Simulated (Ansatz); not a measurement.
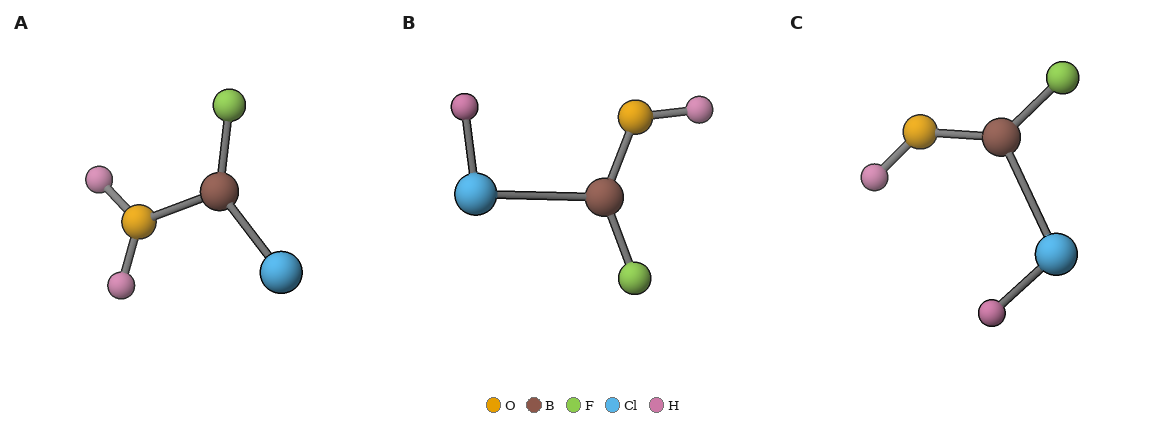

3 stationary structures of one formula. The species has charge +1 and is a spin singlet. Geometries: PBE-D4/def2-SVP. Electronic energies: PBE-D4/def2-SVP (Ansatz 0.2.0), without zero-point energy. No frequency run is at hand to confirm each as a minimum.

Rank them by energy, lowest first.

Answer. A is lowest (Cs); B lies 0.512 eV above it (Cs), C lies 0.780 eV above it (Cs).
